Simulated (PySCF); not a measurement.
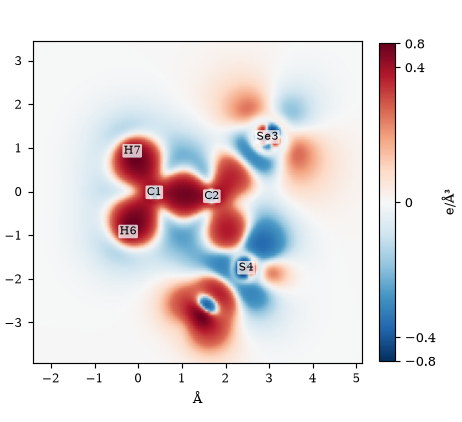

*C₂H₃OSSe, charge −1, SMILES `C=C([Se-])[SH]=O`. Deformation density (molecule less spherical, spin-averaged free atoms) in the plane of C1, C2, Se3, S4, H6 and H7; colour scale in e/Å³, logarithmic beyond ±0.1; red: gain, blue: loss.*

PySCF calculation, r2SCAN/def2-SVPD, gas phase; geometry: GFN2-xTB. No frequency check shows the geometry to be a minimum. GFN2-xTB bond lengths at metals and heavier atoms can be off by up to 0.1 Å and shapes distorted, which carries into these values.

Question: Describe the bonding that the map shows.

Answer: C1–C2: +0.68 e/Å³ at the bond critical point (bond length 1.32 Å). C1–H6: +0.66 e/Å³ at the bond critical point (bond length 1.08 Å). C1–H7: +0.66 e/Å³ at the bond critical point (bond length 1.08 Å). C2–S4: +0.31 e/Å³ at the bond critical point (bond length 1.82 Å). C2–Se3: +0.11 e/Å³ at the bond critical point (bond length 1.86 Å). In all, 2.5 electrons gather in the regions of gain relative to the promolecule of neutral atoms (this includes the anion's extra charge). A small or negative value marks a very polar bond, one between electron-rich atoms, whose free-atom densities already overlap strongly, a long bond to a heavier atom, or a closed-shell contact such as a hydrogen bond.

Question: Where do the Hirshfeld charges lie?

Answer: The highest Hirshfeld charge is on S4 (+0.20 e), the lowest on Se3 (−0.57 e).

```json
{"atom": "C1", "charge (e)": "−0.17"}
{"atom": "C2", "charge (e)": "−0.08"}
{"atom": "Se3", "charge (e)": "−0.57"}
{"atom": "S4", "charge (e)": "+0.20"}
{"atom": "O5", "charge (e)": "−0.42"}
{"atom": "H6", "charge (e)": "+0.01"}
{"atom": "H7", "charge (e)": "+0.02"}
{"atom": "H8", "charge (e)": "+0.01"}
```

Cost of the run: 50 s on 1 thread of Arm Neoverse V2 (shared host), peak memory 0.61 GiB.
